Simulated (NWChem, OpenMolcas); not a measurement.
**Exact exchange and the dipole moment of TlCl**

TlCl: 2 atoms, total charge 0, spin state singlet. As SMILES, `[Cl][Tl]`. Geometry: the measured bond length.

The dipole moment y, in D, basis def2-TZVPP with a core potential; a is the functional's share of exact exchange. Programs: NWChem 7.3.0, OpenMolcas 26.06.

| functional | program | a | y (D) |
| --- | --- | --- | --- |
| revPBE | NWChem | 0 | 4.13 |
| TPSS | NWChem | 0 | 4.22 |
| B3LYP | NWChem | 0.2 | ? |
| PBE0 | OpenMolcas | 0.25 | 4.37 |
| BHLYP | NWChem | 0.5 | 4.53 |

Task: Fit y = c + s·a to the known rows and predict B3LYP.

Result: 
1. Means of the 4 rows: a = 0.1875, y = 4.312.
2. Σ(Δa)² = 0.17188, Σ(Δa·Δy) = 0.12313, so the slope is 0.12313/0.17188 = 0.71637.
3. Intercept: 4.312 − (0.71637) × 0.1875 = 4.178. The largest residual of the fit is 0.048.
4. B3LYP: 4.178 + (0.71637) × 0.2 = 4.32 D.

The run gave 4.30 D, so the prediction is off by +0.02 D, within the scatter of the fit. More exact exchange makes the molecule more polar here. The rows mix families of semi-local functionals, which the line can't see.

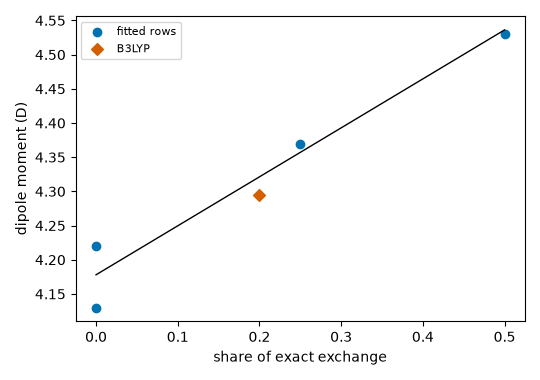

The fitted line, with the withheld row.
